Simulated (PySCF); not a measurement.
Run report: C2F3N (charge +1), geometry relaxation (part 1 of 2)

The run: geometry relaxation of C2F3N, charge +1, multiplicity 2. Method and program: HF/6-31G*, UHF (PySCF 2.14.0).

The atoms were displaced at random from an optimised geometry. The geometry is that of the parent species in another charge or spin state. Figures and captions count atoms from 1; the log counts them from 0 in places.

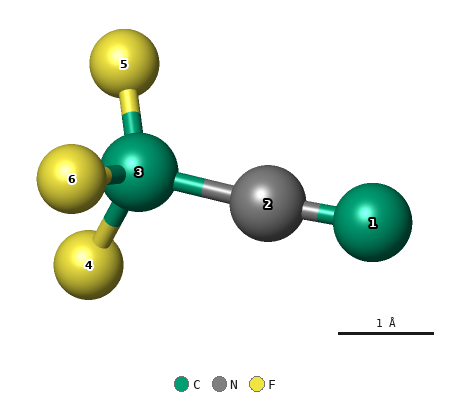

*The starting structure (ball-and-stick view, seen at a tilt; atoms are numbered from 1 in the order of the input).*

Bond lengths as drawn: C–F 1.29 to 1.41 Å and C–N 1.14 to 1.42 Å.

The input (input.py):
```python
import numpy
from pyscf import gto, scf, symm
from pyscf.hessian import thermo
from pyscf.geomopt.geometric_solver import kernel as optimise

system = gto.Mole()
system.atom = [
    ('C', (0.853759, -1.709060, 0.900344)),
    ('N', (0.384302, -0.790678, 0.409662)),
    ('C', (-0.122692, 0.398928, -0.171355)),
    ('F', (-1.307110, 0.059697, -0.862164)),
    ('F', (0.680314, 0.918837, -1.035646)),
    ('F', (-0.466919, 1.274762, 0.741453)),
]
system.charge = 1
system.verbose = 3
system.spin = 1
system.max_memory = 1860
system.basis = '6-31g*'
system.build()

hf = scf.UHF(system)
hf.conv_tol = 1e-10
hf = hf.newton()
converged, mol_eq = optimise(hf, maxsteps=80)
print('converged:', converged)
print(mol_eq.tostring())

hf.reset(mol_eq)
system = mol_eq
hf.kernel()
e_tot = hf.e_tot
print(f'total energy: {e_tot:.8f} hartree')
hess = hf.Hessian().kernel()
modes = thermo.harmonic_analysis(system, hess)
print('frequencies (1/cm)', numpy.round(modes['freq_wavenumber'], 1))
symm.geom.TOLERANCE = 1e-3  # for the symmetry number
th = thermo.thermo(hf, modes['freq_au'], 298.15, 101325)
thermo.dump_thermo(system, th)
```

Command:
```bash
OMP_NUM_THREADS=1 python input.py
```

Log:
```
#|     Arguments passed to driver run_optimizer():      |#
customengine              <pyscf.geomopt.geometric_solver.PySCFEngine object>
maxiter                   80
----------------------------------------------------------
Custom engine selected.
Bonds will be generated from interatomic distances less than 1.20 times sum of covalent radii
18 internal coordinates being used (instead of 18 Cartesians)
Internal coordinate system (atoms numbered from 1):
Distance 1-2
Distance 2-3
Distance 3-4
Distance 3-5
Distance 3-6
Angle 2-3-4
Angle 2-3-5
Angle 2-3-6
Angle 4-3-5
Angle 4-3-6
Angle 5-3-6
LinearAngleX 1-2-3
LinearAngleY 1-2-3
Translation-X 1-6
Translation-Y 1-6
Translation-Z 1-6
Rotation-A 1-6
Rotation-B 1-6
Rotation-C 1-6
<class 'geometric.internal.Distance'> : 5
<class 'geometric.internal.Angle'> : 6
<class 'geometric.internal.LinearAngle'> : 2
<class 'geometric.internal.TranslationX'> : 1
<class 'geometric.internal.TranslationY'> : 1
<class 'geometric.internal.TranslationZ'> : 1
<class 'geometric.internal.RotationA'> : 1
<class 'geometric.internal.RotationB'> : 1
<class 'geometric.internal.RotationC'> : 1
> ===== Optimization Info: ====
> Job type: Energy minimization
> Maximum number of optimization cycles: 80
> Initial / maximum trust radius (Angstrom): 0.100 / 0.300
> Convergence Criteria:
> Will converge when all 5 criteria are reached:
>  |Delta-E| < 1.00e-06
>  RMS-Grad  < 3.00e-04
>  Max-Grad  < 4.50e-04
>  RMS-Disp  < 1.20e-03
>  Max-Disp  < 1.80e-03
> === End Optimization Info ===

Geometry optimization cycle 1
Cartesian coordinates (Angstrom)
 Atom        New coordinates             dX        dY        dZ
   C   0.853759  -1.709060   0.900344    0.000000  0.000000  0.000000
   N   0.384302  -0.790678   0.409662    0.000000  0.000000 -0.000000
   C  -0.122692   0.398928  -0.171355    0.000000  0.000000  0.000000
   F  -1.307110   0.059697  -0.862164    0.000000  0.000000  0.000000
   F   0.680314   0.918837  -1.035646    0.000000  0.000000  0.000000
   F  -0.466919   1.274762   0.741453    0.000000  0.000000  0.000000

WARN: Mole.unit (angstrom) is changed to Bohr

WARN: HOMO -0.339291079157813 >= LUMO -0.339291079157813

converged SCF energy = -428.034726448396  <S^2> = 1.0475455  2S+1 = 2.2781971
--------------- SecondOrderUHF_Scanner gradients ---------------
         x                y                z
0 C     0.0079805910    -0.0107400475     0.0069998506
1 N    -0.0215712042     0.0281090766    -0.0179543034
2 C     0.1160235707    -0.0647390801     0.0673340435
3 F    -0.0758644419    -0.0045999545    -0.0470582057
4 F    -0.0055155845     0.0191282451    -0.0197870529
5 F    -0.0210529311     0.0328417604     0.0104656679
----------------------------------------------
cycle 1: E = -428.034726448  dE = -428.035  norm(grad) = 0.185479
Step    0 : Gradient = 7.572e-02/1.490e-01 (rms/max) Energy = -428.0347264484
Hessian Eigenvalues: 5.00000e-02 5.00000e-02 5.00000e-02 ... 6.42211e-01 7.02741e-01 1.40199e+00

Geometry optimization cycle 2
Cartesian coordinates (Angstrom)
 Atom        New coordinates             dX        dY        dZ
   C   0.834456  -1.664517   0.877090   -0.019303  0.044543 -0.023254
   N   0.361905  -0.753753   0.388262   -0.022397  0.036925 -0.021400
   C  -0.186343   0.442588  -0.213981   -0.063651  0.043660 -0.042626
   F  -1.260805   0.018532  -0.823443    0.046305 -0.041165  0.038721
   F   0.711159   0.877359  -1.010032    0.030845 -0.041478  0.025614
   F  -0.438719   1.232277   0.764398    0.028200 -0.042485  0.022945
converged SCF energy = -428.054475508415  <S^2> = 1.039184  2S+1 = 2.2708448
--------------- SecondOrderUHF_Scanner gradients ---------------
         x                y                z
0 C     0.0013204389     0.0003223713     0.0006027363
1 N    -0.0211037609     0.0335049770    -0.0194599075
2 C     0.0300152339    -0.0028740829     0.0129340322
3 F    -0.0152597685    -0.0176694768    -0.0058836283
4 F     0.0025399675    -0.0078537879     0.0044832014
5 F     0.0024878891    -0.0054300008     0.0073235659
----------------------------------------------
cycle 2: E = -428.054475508  dE = -0.0197491  norm(grad) = 0.0615024
Step    1 : Displace = 6.428e-02/8.818e-02 (rms/max) Trust = 1.000e-01 (=) Grad = 2.511e-02/4.412e-02 (rms/max) E (change) = -428.0544755084 (-1.975e-02) Quality = 1.077
Hessian Eigenvalues: 5.00000e-02 5.00000e-02 5.00000e-02 ... 6.50162e-01 7.12638e-01 1.40200e+00

Geometry optimization cycle 3
Cartesian coordinates (Angstrom)
 Atom        New coordinates             dX        dY        dZ
   C   0.860427  -1.706534   0.899917    0.025971 -0.042017  0.022827
   N   0.387270  -0.797250   0.412791    0.025365 -0.043496  0.024529
   C  -0.206078   0.435564  -0.220363   -0.019735 -0.007024 -0.006382
   F  -1.244195   0.075941  -0.823523    0.016610  0.057409 -0.000080
   F   0.679164   0.896306  -1.014421   -0.031996  0.018947 -0.004390
   F  -0.454934   1.248458   0.727894   -0.016216  0.016181 -0.036504
converged SCF energy = -428.057479044894  <S^2> = 1.0342185  2S+1 = 2.2664673
--------------- SecondOrderUHF_Scanner gradients ---------------
         x                y                z
0 C    -0.0021265181     0.0052320100    -0.0024539090
1 N    -0.0020082318     0.0016239353    -0.0017496069
2 C    -0.0115907745    -0.0219617242    -0.0012474765
3 F     0.0254100326     0.0148166594     0.0135183535
4 F    -0.0096253966     0.0020457265     0.0037811146
5 F    -0.0000591116    -0.0017566069    -0.0118484757
----------------------------------------------
cycle 3: E = -428.057479045  dE = -0.00300354  norm(grad) = 0.0443669
Step    2 : Displace = 4.727e-02/6.033e-02 (rms/max) Trust = 1.414e-01 (+) Grad = 1.811e-02/3.237e-02 (rms/max) E (change) = -428.0574790449 (-3.004e-03) Quality = 0.631
Hessian Eigenvalues: 5.00000e-02 5.00000e-02 5.00000e-02 ... 6.56648e-01 7.13948e-01 1.40543e+00

Geometry optimization cycle 4
Cartesian coordinates (Angstrom)
 Atom        New coordinates             dX        dY        dZ
   C   0.862940  -1.709569   0.902462    0.002513 -0.003034  0.002546
   N   0.392268  -0.796599   0.415666    0.004997  0.000650  0.002876
   C  -0.208249   0.447537  -0.224536   -0.002171  0.011973 -0.004174
   F  -1.266287   0.066739  -0.836377   -0.022092 -0.009203 -0.012855
   F   0.692796   0.894274  -1.017256    0.013633 -0.002032 -0.002834
   F  -0.451814   1.250104   0.742335    0.003120  0.001646  0.014441
converged SCF energy = -428.058750744331  <S^2> = 1.0415739  2S+1 = 2.2729487
--------------- SecondOrderUHF_Scanner gradients ---------------
         x                y                z
0 C    -0.0008042343     0.0024345397    -0.0010370921
1 N     0.0008919594     0.0003635511     0.0003585288
2 C     0.0023475756    -0.0094769089     0.0042328152
3 F    -0.0052845103     0.0004494396    -0.0036644875
4 F     0.0027393993     0.0027221664    -0.0018540147
5 F     0.0001098103     0.0035072120     0.0019642503
----------------------------------------------
cycle 4: E = -428.058750744  dE = -0.0012717  norm(grad) = 0.0140721
Step    3 : Displace = 1.516e-02/2.721e-02 (rms/max) Trust = 1.414e-01 (=) Grad = 5.745e-03/1.064e-02 (rms/max) E (change) = -428.0587507443 (-1.272e-03) Quality = 0.919
Hessian Eigenvalues: 5.00000e-02 5.00000e-02 5.00000e-02 ... 6.70144e-01 8.37177e-01 1.39567e+00

Geometry optimization cycle 5
Cartesian coordinates (Angstrom)
 Atom        New coordinates             dX        dY        dZ
   C   0.857347  -1.714619   0.900606   -0.005593 -0.005050 -0.001856
   N   0.393024  -0.795814   0.415943    0.000757  0.000785  0.000276
   C  -0.207331   0.457253  -0.226430    0.000918  0.009716 -0.001894
   F  -1.258091   0.059565  -0.829329    0.008196 -0.007174  0.007048
   F   0.692403   0.895264  -1.022167   -0.000393  0.000991 -0.004911
   F  -0.455699   1.250836   0.743671   -0.003885  0.000732  0.001337
converged SCF energy = -428.058903533832  <S^2> = 1.0462705  2S+1 = 2.2770775
--------------- SecondOrderUHF_Scanner gradients ---------------
         x                y                z
0 C     0.0000476632     0.0007961820    -0.0001616991
1 N    -0.0016657511     0.0011269137    -0.0012367312
2 C    -0.0003350064    -0.0027251205     0.0010147420
3 F     0.0005429787    -0.0004232876     0.0004860321
4 F     0.0024562988     0.0003038128    -0.0025374269
5 F    -0.0010461832     0.0009214995     0.0024350831
----------------------------------------------
cycle 5: E = -428.058903534  dE = -0.00015279  norm(grad) = 0.00599604
Step    4 : Displace = 7.864e-03/1.310e-02 (rms/max) Trust = 2.000e-01 (+) Grad = 2.448e-03/3.545e-03 (rms/max) E (change) = -428.0589035338 (-1.528e-04) Quality = 1.019
Hessian Eigenvalues: 5.00000e-02 5.00000e-02 5.00000e-02 ... 7.01152e-01 7.34093e-01 1.38768e+00

Geometry optimization cycle 6
Cartesian coordinates (Angstrom)
 Atom        New coordinates             dX        dY        dZ
   C   0.857548  -1.719226   0.901891    0.000201 -0.004608  0.001286
   N   0.396320  -0.797590   0.418250    0.003295 -0.001776  0.002307
   C  -0.209094   0.459712  -0.228100   -0.001763  0.002458 -0.001670
   F  -1.258666   0.059877  -0.829926   -0.000575  0.000313 -0.000596
   F   0.689761   0.897699  -1.019921   -0.002642  0.002435  0.002246
   F  -0.454214   1.252014   0.740099    0.001484  0.001178 -0.003572
converged SCF energy = -428.058950712252  <S^2> = 1.0486129  2S+1 = 2.2791339
--------------- SecondOrderUHF_Scanner gradients ---------------
         x                y                z
0 C     0.0003127510    -0.0000183858     0.0001832085
1 N    -0.0008913639     0.0009147320    -0.0007221051
2 C    -0.0007919170    -0.0004500722     0.0001588272
3 F     0.0006816296    -0.0000152484     0.0004303342
4 F     0.0003388477    -0.0000554788     0.0001038363
5 F     0.0003500527    -0.0003755467    -0.0001541011
----------------------------------------------
cycle 6: E = -428.058950712  dE = -4.71784e-05  norm(grad) = 0.0020507
Step    5 : Displace = 3.858e-03/4.780e-03 (rms/max) Trust = 2.828e-01 (+) Grad = 8.372e-04/1.467e-03 (rms/max) E (change) = -428.0589507123 (-4.718e-05) Quality = 1.152
Hessian Eigenvalues: 5.00000e-02 5.00000e-02 5.00000e-02 ... 6.71068e-01 7.94566e-01 1.39259e+00

Geometry optimization cycle 7
Cartesian coordinates (Angstrom)
 Atom        New coordinates             dX        dY        dZ
   C   0.856689  -1.722552   0.902159   -0.000859 -0.003325  0.000268
   N   0.398719  -0.798556   0.419795    0.002399 -0.000966  0.001545
   C  -0.208564   0.461161  -0.228216    0.000530  0.001449 -0.000116
   F  -1.258321   0.059645  -0.829702    0.000345 -0.000232  0.000223
   F   0.688500   0.899182  -1.020942   -0.001261  0.001483 -0.001021
   F  -0.455368   1.253606   0.739200   -0.001153  0.001591 -0.000899
converged SCF energy = -428.058957233206  <S^2> = 1.0489428  2S+1 = 2.2794234
--------------- SecondOrderUHF_Scanner gradients ---------------
         x                y                z
0 C     0.0002361763    -0.0000194059     0.0001397496
1 N    -0.0003453819    -0.0001732586    -0.0001843205
2 C     0.0002318164     0.0001781986     0.0002208227
3 F     0.0000682039     0.0000765746     0.0000026222
4 F    -0.0001587711    -0.0000106276     0.0000163433
5 F    -0.0000320436    -0.0000514812    -0.0001952173
----------------------------------------------
cycle 7: E = -428.058957233  dE = -6.52095e-06  norm(grad) = 0.000686382
Step    6 : Displace = 2.347e-03/3.413e-03 (rms/max) Trust = 3.000e-01 (+) Grad = 2.802e-04/4.281e-04 (rms/max) E (change) = -428.0589572332 (-6.521e-06) Quality = 1.057
Hessian Eigenvalues: 5.00000e-02 5.00000e-02 5.00000e-02 ... 6.72515e-01 7.74972e-01 1.38820e+00

Geometry optimization cycle 8
Cartesian coordinates (Angstrom)
 Atom        New coordinates             dX        dY        dZ
   C   0.855872  -1.723206   0.901955   -0.000817 -0.000654 -0.000204
   N   0.399639  -0.798091   0.420210    0.000920  0.000465  0.000416
   C  -0.208593   0.461446  -0.228443   -0.000029  0.000286 -0.000226
   F  -1.258277   0.059060  -0.829504    0.000045 -0.000586  0.000199
   F   0.688434   0.899545  -1.021119   -0.000066  0.000363 -0.000178
   F  -0.455421   1.253732   0.739194   -0.000053  0.000126 -0.000006
converged SCF energy = -428.058958286772  <S^2> = 1.0488277  2S+1 = 2.2793224
--------------- SecondOrderUHF_Scanner gradients ---------------
         x                y                z
0 C     0.0001373121     0.0000652690     0.0000604439
1 N    -0.0001452761    -0.0002830873    -0.0000049700
2 C     0.0001074840     0.0002492944    -0.0000269286
3 F    -0.0000510280     0.0000106639    -0.0000220783
4 F    -0.0000502221    -0.0000116730     0.0000410584
5 F     0.0000017302    -0.0000304670    -0.0000475254
```
